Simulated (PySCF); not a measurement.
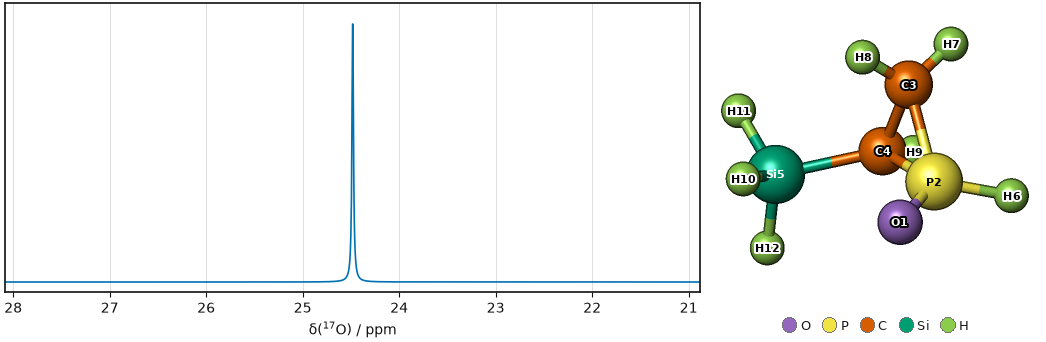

Spectrum and numbered structure of C₂H₇OPSi, SMILES O=[P@@H]1C[C@@H]1[SiH3]. GIAO shifts, PBE0/pcSseg-1, PySCF 2.14.0, at a GFN2-xTB geometry (no frequency check), against H₂O for ¹⁷O computed at the same level (¹⁷O: a single water molecule, while the usual scale starts at liquid water and gives values some tens of ppm lower). Gas phase, fully decoupled, line heights follow the number of nuclei, widths are arbitrary (no quadrupolar broadening); values of one conformer, averaged over methyl-type rotors and exact or near symmetry.

Q: Where does the ¹⁷O line lie?

A: At 24.5 ppm (O1).

Known limits of this run: the tight-binding geometry is rougher than a DFT one and adds to the error.
